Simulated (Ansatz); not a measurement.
# Nudged elastic band, with input and output: SnH₅OF (part 2 of 2)

The same run, continued: SnH₅OF; RKS B3LYP-D4/def2-SVP (Ansatz 0.2.0). It belongs to a series of runs on one base structure; here: band between the two ends.

Geometry of the input (Å):
```
Sn -0.1005  0.0858  -0.1046
O  0.0529  -0.1193  1.9223
H  -0.7834  -0.0330  2.4004
H  1.5094  0.2867  -0.6196
H  -1.0365  1.5207  -0.3020
H  -0.9242  -1.2777  -0.7316
F  1.3509  -2.1335  1.3278
H  0.8960  -1.4543  1.8316
```

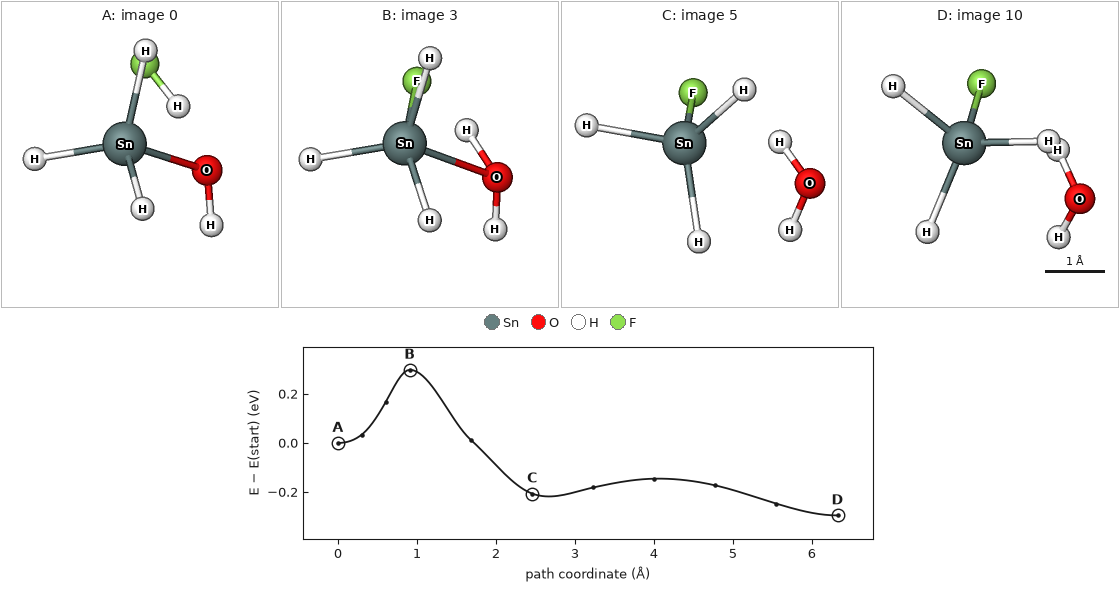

Images of the last band (counted from 0; ball-and-stick, seen at a tilt) above the energy along the path; the line is a cubic interpolation that uses the forces. The highest image is number 3, 0.298 eV above the start and 0.593 eV above the end (the climbing image); the end lies 0.295 eV below the start. A further maximum stands at image 7, −0.146 eV from the start, so the path isn't one elementary step. The path is 6.33 Å long. The band converged in 28 iterations.

```
Total energy: -10674.71942807 eV, -392.2887033970 hartree
Atom 0 at     0.063183    -0.139415    -0.115961 Å, force     0.000066    -0.000060     0.000069 eV/Å
Atom 1 at     0.132000    -0.084195     2.074997 Å, force    -0.000090    -0.000289     0.000113 eV/Å
Atom 2 at    -0.711311    -0.120793     2.547925 Å, force    -0.000049     0.000217    -0.000051 eV/Å
Atom 3 at     1.606149     0.257323    -0.728300 Å, force     0.000007     0.000029    -0.000047 eV/Å
Atom 4 at    -0.924087     1.294312    -0.114537 Å, force     0.000001     0.000007    -0.000007 eV/Å
Atom 5 at    -0.872239    -1.373889    -0.850372 Å, force    -0.000025    -0.000034    -0.000020 eV/Å
Atom 6 at     1.042588    -1.850531     1.031357 Å, force    -0.000102     0.000149    -0.000035 eV/Å
Atom 7 at     0.628317    -1.107410     1.879191 Å, force     0.000193    -0.000018    -0.000023 eV/Å
Dipole moment:    -0.427144     0.238655     0.015766 e Å
this run last wrote the band of iteration 28 to [file]
```

### The last band as extended XYZ (Å, eV, eV/Å)
```
8
Properties=species:S:1:pos:R:3:forces:R:3 image=0 energy=-10675.01726
Sn   -0.1005    0.0858   -0.1046   -0.0194   0.0019   0.0171
O     0.0529   -0.1193    1.9223    0.0022   0.0286  -0.0035
H    -0.7834   -0.0330    2.4004    0.0181  -0.0093  -0.0115
H     1.5094    0.2867   -0.6196    0.0053   0.0081   0.0024
H    -1.0365    1.5207   -0.3020    0.0034  -0.0126  -0.0022
H    -0.9242   -1.2777   -0.7316    0.0034   0.0013  -0.0015
F     1.3509   -2.1335    1.3278    0.0004   0.0042   0.0110
H     0.8960   -1.4543    1.8316   -0.0134  -0.0222  -0.0118
8
Properties=species:S:1:pos:R:3:forces:R:3 image=1 energy=-10674.98294
Sn   -0.0486    0.0248   -0.0836   -0.0495   0.0724   0.0025
O     0.0834   -0.0784    1.9718   -0.0150  -0.0091  -0.0450
H    -0.7579   -0.0312    2.4463   -0.0158   0.0484  -0.0493
H     1.5460    0.2870   -0.6281   -0.0282   0.0154   0.0445
H    -1.0254    1.4335   -0.2427   -0.0422   0.0707  -0.0685
H    -0.8553   -1.3346   -0.7439   -0.0076   0.0238   0.0545
F     1.2099   -2.0430    1.2028    0.0861  -0.1100   0.0696
H     0.8126   -1.3829    1.8017    0.0723  -0.1116  -0.0083
8
Properties=species:S:1:pos:R:3:forces:R:3 image=2 energy=-10674.84954
Sn    0.0061   -0.0559   -0.0866   -0.1103   0.1599   0.0564
O     0.1036   -0.0674    2.0209   -0.0501   0.0373  -0.1063
H    -0.7356   -0.0783    2.5021   -0.0417   0.0969  -0.0887
H     1.5770    0.2622   -0.6810   -0.0534  -0.0090   0.0871
H    -0.9737    1.3585   -0.1672   -0.0828   0.1314  -0.1067
H    -0.8536   -1.3593   -0.8009    0.0247   0.0317   0.1015
F     1.1097   -1.9248    1.1259    0.1181  -0.1517   0.1872
H     0.7311   -1.2596    1.8111    0.1955  -0.2966  -0.1305
8
Properties=species:S:1:pos:R:3:forces:R:3 image=3 energy=-10674.71919
Sn    0.0632   -0.1394   -0.1160    0.0001  -0.0001   0.0001
O     0.1320   -0.0842    2.0750   -0.0001  -0.0003   0.0001
H    -0.7113   -0.1208    2.5479    0.0000   0.0002  -0.0001
H     1.6061    0.2573   -0.7283    0.0000   0.0000   0.0000
H    -0.9241    1.2943   -0.1145    0.0000   0.0000   0.0000
H    -0.8722   -1.3739   -0.8504    0.0000   0.0000   0.0000
F     1.0426   -1.8505    1.0314   -0.0001   0.0001   0.0000
H     0.6283   -1.1074    1.8792    0.0002   0.0000   0.0000
8
Properties=species:S:1:pos:R:3:forces:R:3 image=4 energy=-10675.00500
Sn    0.1205   -0.2921   -0.2587    0.0153  -0.0569  -0.0607
O     0.2208    0.0206    2.2890    0.0441   0.0427   0.0945
H    -0.6647   -0.0716    2.6685    0.0230   0.0233   0.0527
H     1.6245    0.2867   -0.8303    0.0076   0.0098  -0.0455
H    -0.9372    1.0405    0.0601   -0.0036  -0.1044   0.0730
H    -0.7917   -1.3733   -1.2352    0.0294   0.0057  -0.1690
F     0.8295   -1.8355    0.8594   -0.0906   0.0021  -0.0667
H     0.5629   -0.8999    2.1715   -0.0252   0.0777   0.1216
8
Properties=species:S:1:pos:R:3:forces:R:3 image=5 energy=-10675.22333
Sn    0.0818   -0.3642   -0.3683    0.0049  -0.0367  -0.0533
O     0.3993    0.1122    2.4310    0.0235   0.0069   0.0588
H    -0.5188    0.0907    2.7377    0.0500   0.0628   0.0410
H     1.6017    0.3368   -0.7110   -0.0077   0.0087   0.0217
H    -1.1210    0.7409    0.1509   -0.0396  -0.0897   0.0411
H    -0.5813   -1.3283   -1.6280    0.0557   0.0201  -0.1173
F     0.5062   -1.8818    0.8526   -0.1103  -0.0088  -0.0083
H     0.5966   -0.8309    2.2594    0.0236   0.0368   0.0163
8
Properties=species:S:1:pos:R:3:forces:R:3 image=6 energy=-10675.19872
Sn    0.1427   -0.3497   -0.5670    0.0059  -0.0109  -0.0128
O     0.2341    0.0794    2.7669   -0.0017  -0.0417  -0.0123
H    -0.6577   -0.1356    3.0739    0.0162   0.0604   0.0026
H     1.6671    0.2614   -1.0471    0.0004   0.0192   0.0387
H    -0.9177    0.8035    0.1062   -0.0324  -0.0233   0.0031
H    -0.6087   -1.3257   -1.7625    0.0134   0.0110  -0.0163
F     0.5862   -1.7040    0.8043   -0.0352  -0.0191   0.0105
H     0.5186   -0.7539    2.3496    0.0335   0.0044  -0.0134
8
Properties=species:S:1:pos:R:3:forces:R:3 image=7 energy=-10675.16281
Sn    0.2157   -0.3014   -0.6125    0.0004   0.0010  -0.0007
O    -0.0118    0.0151    2.8296    0.0023   0.0021   0.0004
H    -0.8038   -0.4218    3.1695    0.0011   0.0015  -0.0004
H     1.6678    0.1635   -1.3934   -0.0001   0.0013   0.0022
H    -0.6257    0.9771    0.1358   -0.0022  -0.0025   0.0000
H    -0.7779   -1.3207   -1.5687    0.0012   0.0003  -0.0018
F     0.8447   -1.5347    0.7994   -0.0027  -0.0023   0.0006
H     0.4555   -0.7017    2.3645    0.0000  -0.0013  -0.0003
8
Properties=species:S:1:pos:R:3:forces:R:3 image=8 energy=-10675.19021
Sn    0.2731   -0.2367   -0.5765    0.0054   0.0045   0.0031
O    -0.2744   -0.0955    2.7200   -0.0259  -0.0177  -0.0112
H    -0.8869   -0.7026    3.1549   -0.0120  -0.0186   0.0007
H     1.5943    0.0592   -1.6296   -0.0077  -0.0131  -0.0243
H    -0.3499    1.1718    0.1494    0.0268   0.0176  -0.0013
H    -0.9095   -1.2787   -1.2488   -0.0122  -0.0003   0.0333
F     1.1185   -1.3564    0.8193    0.0279   0.0181   0.0045
H     0.3993   -0.6858    2.3356   -0.0024   0.0094  -0.0049
8
Properties=species:S:1:pos:R:3:forces:R:3 image=9 energy=-10675.26465
Sn    0.3048   -0.1730   -0.4803    0.0026   0.0038   0.0112
O    -0.4509   -0.2417    2.5412   -0.0215  -0.0191  -0.0230
H    -0.9808   -0.9317    2.9614   -0.0146  -0.0227  -0.0245
H     1.4510   -0.0624   -1.7576   -0.0186  -0.0198  -0.0175
H    -0.1114    1.3540    0.1498    0.0308   0.0224  -0.0035
H    -0.9982   -1.2152   -0.8630   -0.0108   0.0037   0.0519
F     1.3698   -1.1599    0.8689    0.0340   0.0273   0.0098
H     0.3803   -0.6946    2.3040   -0.0019   0.0045  -0.0043
8
Properties=species:S:1:pos:R:3:forces:R:3 image=10 energy=-10675.31248
Sn    0.3154   -0.1152   -0.3610   -0.0094   0.0067  -0.0062
O    -0.5261   -0.3566    2.4149   -0.0024  -0.0047  -0.0020
H    -1.0523   -1.1545    2.5639    0.0084   0.0069  -0.0026
H     1.2829   -0.2239   -1.7836    0.0009  -0.0018   0.0023
H     0.0767    1.5049    0.1193    0.0005  -0.0042   0.0005
H    -1.0635   -1.1207   -0.4926    0.0024   0.0015   0.0005
F     1.5452   -0.9659    0.9448    0.0040  -0.0019   0.0026
H     0.3862   -0.6929    2.3186   -0.0043  -0.0025   0.0049
```

### Results in brief

| quantity | value |
| --- | --- |
| outcome | converged |
| barrier, forward | 0.298 eV |
| barrier, backward | 0.593 eV |
| wall time | 6.5 min (CPU time 12 min) |
| peak memory | 0.17 GiB |

The order of the saddle point was not checked.
